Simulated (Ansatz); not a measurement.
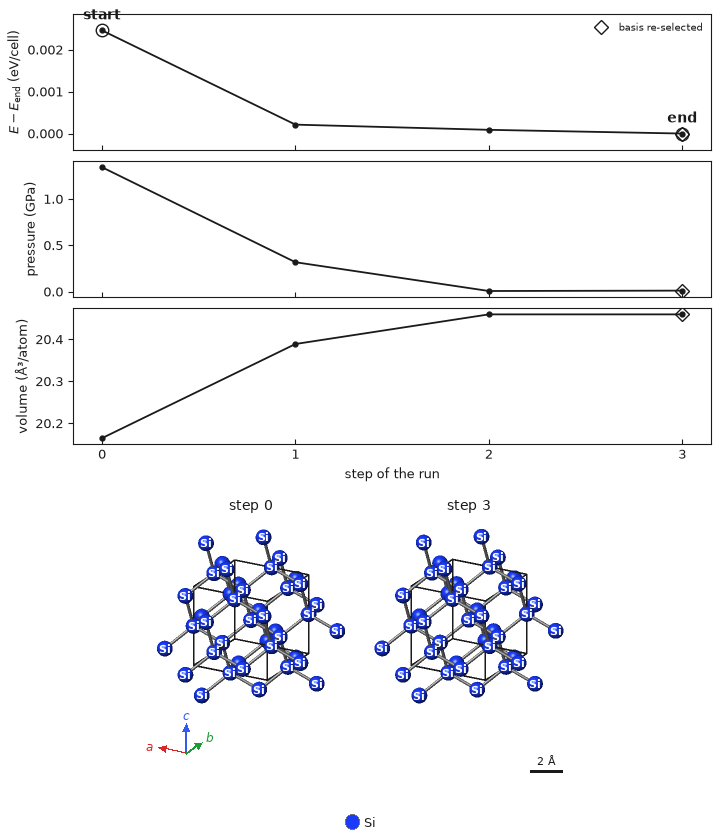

First and last geometry of a relaxation of solid Si (set up in Fd-3m), with the history of the run. A ball-and-stick model of the conventional cell (4 times the calculation's cell), seen from a free direction. Lengths and directions refer to the drawn axes.

All numbers below come from DFT PBE, scalar-relativistic, plane waves, PAW (Ansatz).

Input
```yaml
crystal:
  lattice:
    - [0.0, 2.72185119, 2.72185119]
    - [2.72185119, 0.0, 2.72185119]
    - [2.72185119, 2.72185119, 0.0]
  atoms:
    - { symbol: Si, position: [0.75, 0.75, 0.75] }
    - { symbol: Si, position: [0.5, 0.5, 0.5] }
basis:
  ecutwfc: 420
kpoints:
  mp_grid: { grid: [8, 8, 8] }
hamiltonian:
  xc: pbe
scf:
  occupations: { method: gaussian, width: 0.02 }
output:
  forces: true
  stress: true
  eigenvalues: true
  write_density: true
  write_potential: true
  elf: true
  volumetric_format: npy
relax:
  adjacent_minimum: "off"
  f_tol: 0.005
  max_steps: 80
  cell: { stress_tol: 0.05 }
```

Command:
```bash
ansatz run input.yaml --threads 8 --pin off --max-ram 20480MiB --backend cpu --events-out ev --progress --plain --runs-dir out
```

Did the run converge, and what did it change?

It converged. After 2 accepted moves (3 points after the start) the energy has fallen by 2.5 meV per cell of the calculation. All forces vanish by symmetry, so only the cell relaxes. The pressure goes from 1.34 to 0.01 GPa. The SCF was repeated once at an unchanged geometry on a basis and grid sized afresh for the cell, which shifted the energy by 0.1 meV per cell of the calculation at most. No atom moves by more than 0.005 Å relative to the cell. The volume changes by +1.5 %, with a = b = c 5.444 → 5.470 Å (+0.5 %). Near-neighbour distances that change, for instance: Si1–Si2 2.357 → 2.369 Å. The space group stays Fd-3m (No. 227).

```
step  E − E(0), meV/atom  pressure, GPa  volume, Å³/atom                      note
   0                0.00           1.34           20.165                          
   1               -1.12           0.32           20.389                          
   2               -1.19           0.01           20.459                          
   3               -1.23           0.01           20.459  same geometry, new basis
```
